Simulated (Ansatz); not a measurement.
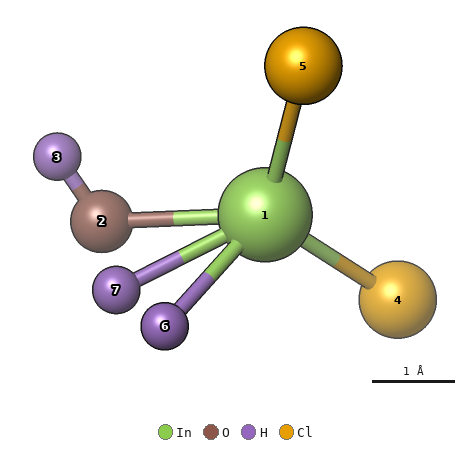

**Figure 1.** The structure (ball-and-stick view, seen at a tilt; atoms are numbered from 1 in the order of the input). Sticks mark near contacts. Bond lengths as drawn: Cl–In 2.35 Å, H–In 2.09 Å, H–O 0.98 Å and In–O 2.14 Å.

# Run report: InH$_{3}$Cl$_{2}$O, frequency calculation

System: InH$_{3}$Cl$_{2}$O.
Method: RKS PBE-D4/def2-SVP (Ansatz 0.2.0).

It belongs to a series of runs on one base structure; here: vibrations at the highest image of the band. Figures and captions count atoms from 1; the log counts them from 0 in places.

Input file:
```yaml
crystal:
  periodic: [false, false, false]
  atoms:
    - { symbol: In, position_ang: [0.08299, 0.224666, -0.067878] }
    - { symbol: O, position_ang: [0.086031, 0.044462, 2.066605] }
    - { symbol: H, position_ang: [-0.74739, -0.262648, 2.480889] }
    - { symbol: Cl, position_ang: [2.058233, -0.384733, -1.177175] }
    - { symbol: Cl, position_ang: [-2.040497, 0.063768, -1.069159] }
    - { symbol: H, position_ang: [0.279361, 2.025524, 0.975696] }
    - { symbol: H, position_ang: [0.147971, 1.372761, 1.674823] }
basis:
  gaussian: { orbitals: def2-SVP }
hamiltonian:
  xc: pbe
  dispersion: d4
phonons: {}
```

Hardware: 2 threads of Arm Neoverse V1, 24 GiB of memory available, shared host.

Command:
```bash
ansatz run input.yaml --threads 2 --pin off --max-ram 3072MiB --backend cpu --events-out ev --progress --plain --runs-dir out
```

What the program printed:
```
Engine: ansatz 0.2.0, aarch64-unknown-linux-gnu
Functional definition: PBE
  parameter kappa = 0.804
  parameter beta = 0.06672455060314922
  exchange = pbe_x(kappa = kappa, mu = beta*pi^2/3)
  correlation = pbe_c(beta = beta)
1023 factors; their error is unknown
mean field evaluation 1: about -32287.6388 eV, gradient 5.9e1 eV
mean field evaluation 2: about -32177.4925 eV, gradient 1.8e2 eV
mean field evaluation 4: about -32293.4767 eV, gradient 2.0e1 eV
mean field evaluation 8: about -32294.6612 eV, gradient 2.2e-1 eV
mean field evaluation 16: about -32294.6244 eV, gradient 3.3e-4 eV
mean field -32294.62441917 eV, -1186.8055573218 hartree, gradient 3.8e-5 eV, S^2 0.000000; 0 other end points of the search recorded, 0 dependent functions left out
the calculation of the forces begins
reference -32294.62446807 eV, -1186.8055591190 hartree; 33, 33 occupied and 58, 58 virtual orbitals, 1023 factors
these checks for a lower state are left out or cut short: stability, starts, cluster_reference, orbital_swaps, neighbouring_geometries, increment
1023 factors; their error is unknown
mean field -32294.62436601 eV, -1186.8055553684 hartree, gradient 2.6e-6 eV, S^2 0.000000; 0 other end points of the search recorded, 0 dependent functions left out
[... from here on the field's lines of each further geometry are left out, up to the last ...]
the calculation of the forces begins
reference -32294.62437289 eV, -1186.8055556210 hartree; 33, 33 occupied and 58, 58 virtual orbitals, 1023 factors
these checks for a lower state are left out or cut short: stability, starts, cluster_reference, orbital_swaps, neighbouring_geometries, increment
1023 factors; their error is unknown
mean field -32294.62447527 eV, -1186.8055593836 hartree, gradient 1.8e-6 eV, S^2 0.000000; 0 other end points of the search recorded, 0 dependent functions left out
the calculation of the forces begins
reference -32294.62452418 eV, -1186.8055611810 hartree; 33, 33 occupied and 58, 58 virtual orbitals, 1023 factors
WARN: phonons: modes at or below zero, which the zero-point energy, F, S and C_V leave out: 1, the lowest at -1001.33 cm⁻¹. A minimum has none, and a first-order saddle one
Total energy: -32294.78146550 eV, -1186.8113286680 hartree
Atom 0 at     0.082990     0.224666    -0.067878 Å, force     0.001202    -0.000412     0.001016 eV/Å
Atom 1 at     0.086031     0.044462     2.066605 Å, force    -0.002332    -0.000699     0.000141 eV/Å
Atom 2 at    -0.747390    -0.262648     2.480889 Å, force    -0.000151    -0.002881     0.001747 eV/Å
Atom 3 at     2.058233    -0.384733    -1.177175 Å, force     0.000131    -0.000383    -0.000084 eV/Å
Atom 4 at    -2.040497     0.063768    -1.069159 Å, force    -0.000075     0.001133    -0.000538 eV/Å
Atom 5 at     0.279361     2.025524     0.975696 Å, force    -0.003517     0.000749    -0.001626 eV/Å
Atom 6 at     0.147971     1.372761     1.674823 Å, force     0.004742     0.002493    -0.000656 eV/Å
Dipole moment:    -0.233857     0.067228     0.385911 e Å
Vibrations: -1001.33 85.17 97.86 119.54 231.73 337.82 381.23 412.81 515.09 747.59 764.30 1256.41 1545.23 1970.75 3672.18 cm⁻¹, zero-point energy 0.752442 eV
```

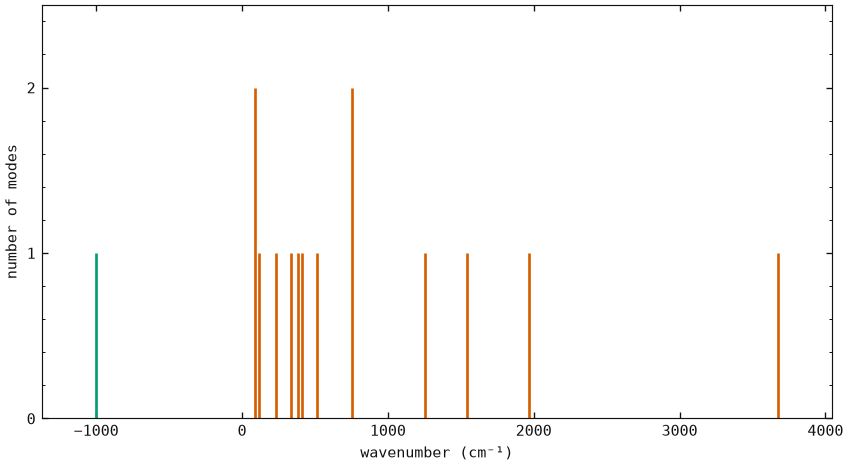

**Figure 2.** Harmonic vibrational wavenumbers from the force constants; neighbouring modes closer than 21 cm⁻¹ are counted in one stick, and imaginary ones are drawn at negative wavenumbers. 15 modes from 1001i to 3672 cm⁻¹, 1 imaginary beyond 8i (1001i cm⁻¹): a first-order saddle point, if the geometry is stationary.

Results in brief:

| quantity | value |
| --- | --- |
| outcome | converged |
| total energy | −32294.7815 eV |
| mean-field energy | −32294.6245 eV |
| largest force (length of the vector) | 0.005 eV/Å |
| wall time | 40 s (CPU time 77 s) |
| peak memory | 0.13 GiB |
